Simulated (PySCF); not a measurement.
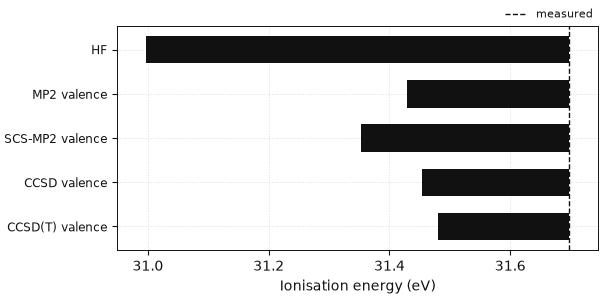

The ionisation energy of Se²⁺ ([Ar] 3d¹⁰ 4s² 4p² → [Ar] 3d¹⁰ 4s² 4p) across levels of theory. PySCF, x2c-QZVPPall, spin-free X2C-1e, unrestricted single determinants, no spin-orbit coupling. Methods marked “valence” freeze 28 core electrons.

Question: Which methods come out highest, lowest and best?

Answer: The values run from 30.998 eV (HF) to 31.480 eV (CCSD(T) valence). The measured value is 31.697 ± 0.02 eV; nearest to it come CCSD(T) valence (−0.217) and CCSD valence (−0.243), furthest HF (−0.699 eV). These values lack spin-orbit coupling; with the first-order correction of −0.039 eV added, CCSD(T) valence comes nearest (−0.256).

```
         Method  Ionisation energy (eV)
             HF                  30.998
    MP2 valence                  31.429
SCS-MP2 valence                  31.353
   CCSD valence                  31.454
CCSD(T) valence                  31.480
```
